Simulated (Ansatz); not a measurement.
# Sn2Pb3Se5: what the fields show

Input

```
crystal:
  lattice:
    - [-2.1776634464, 2.1776634464, 15.3965270153]
    - [2.1776634464, -2.1776634464, 15.3965270153]
    - [2.1776634464, 2.1776634464, -15.3965270153]
  atoms:
    - { symbol: Sn, position: [0.400365102, 0.400365102, 0.0] }
    - { symbol: Sn, position: [0.599634898, 0.599634898, 0.0] }
    - { symbol: Pb, position: [0.8002547349, 0.8002547349, 0.0] }
    - { symbol: Pb, position: [0.0, 0.0, 0.0] }
    - { symbol: Pb, position: [0.1997452651, 0.1997452651, 0.0] }
    - { symbol: Se, position: [0.8997925206, 0.8997925206, 0.0] }
    - { symbol: Se, position: [0.5, 0.5, 0.0] }
    - { symbol: Se, position: [0.1002074794, 0.1002074794, 0.0] }
    - { symbol: Se, position: [0.6977548054, 0.6977548054, 0.0] }
    - { symbol: Se, position: [0.3022451946, 0.3022451946, 0.0] }
basis:
  ecutwfc: 500
kpoints:
  mp_grid: { grid: [12, 12, 12] }
  band_path:
    path:
      - [[0.0, 0.0, 0.0], [0.0, 0.0, 0.5], [0.25, 0.25, 0.25], [0.0, 0.5, 0.0], [0.0, 0.0, 0.0], [0.5, 0.5, -0.5], [0.25500122, 0.74499878, -0.25500122]]
      - [[-0.25500122, 0.25500122, 0.25500122], [0.0, 0.0, 0.0]]
      - [[0.0, 0.0, 0.5], [-0.01000244, 0.01000244, 0.5]]
      - [[0.5, 0.5, -0.01000244], [0.5, 0.5, -0.5]]
    npoints: 14
hamiltonian:
  xc: r2scan
scf:
  occupations: { method: gaussian, width: 0.01 }
  n_extra_bands: 25
output:
  forces: true
  stress: true
  eigenvalues: true
  populations: true
  dos: { projected: true, de: 0.02, nscf_kmesh: { grid: [15, 15, 15] } }
  bader: true
  write_density: true
  write_potential: true
  elf: true
  volumetric_format: npy
```

Run with:

```sh
ansatz run input.yaml --threads 4 --pin off --max-ram 8192MiB --backend cpu --events-out ev --progress --plain --runs-dir out
```

Below, planes, directions and counts refer to the conventional cell (a = 4.36 Å, b = 4.36 Å, c = 30.79 Å, α = 90.00°, β = 90.00°, γ = 90.00°).

Space group I4/mmm; a structure generated by program, which may or may not match a known phase.

Method: Ansatz, DFT r2SCAN, scalar-relativistic, plane waves, PAW.

In a PAW calculation such maps are meaningful between the atoms, not at the nuclei.

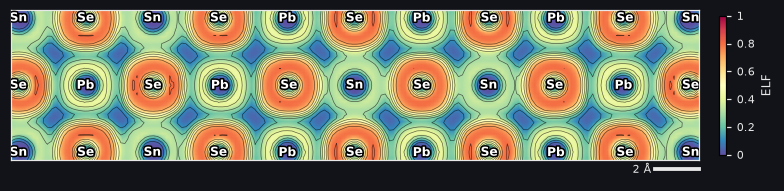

Figure 1. Electron localisation function on the (110) plane of the conventional cell.

Question: Describe what can be read from this map.

Answer:
- Atoms in the plane: Sn, Pb and Se.
- Sn–Se (3.02 Å): the ELF is about 0.40 at the midpoint and 0.30 at its lowest between the atoms.
- Pb–Se (3.07 Å): the ELF is about 0.30 at the midpoint.
- Sn–Se (3.07 Å): the ELF is about 0.40 at the midpoint.
- Pb–Se (3.16 Å): the ELF is about 0.25 at the midpoint.

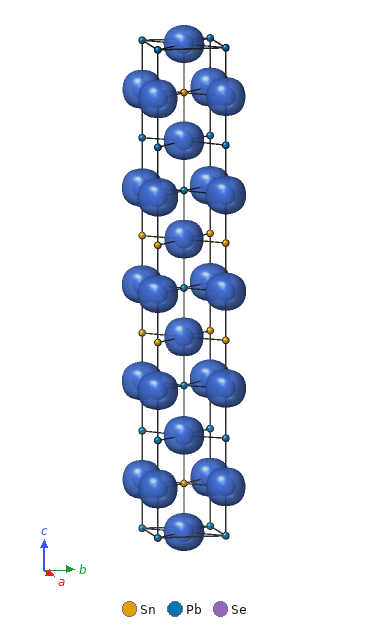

Figure 2. Isosurface of the electron localisation function at 0.7 (blue), seen slightly off an axis. Only the valence region is drawn (cores and ρ < 0.01 e/Å³ removed). Sticks mark near contacts.

Question: What do the ELF domains correspond to?

Answer: The surface consists of ten regions wrapped around Se (the valence shell of each), counted in one cell of 20 atoms. Any copies at cell faces, edges or corners count once.

Question: What Bader charges does the calculation give?

Answer: Electrons move from Sn and Pb towards Se. Bader charges: Sn +0.93, Pb +0.96 and Se −0.95 e.
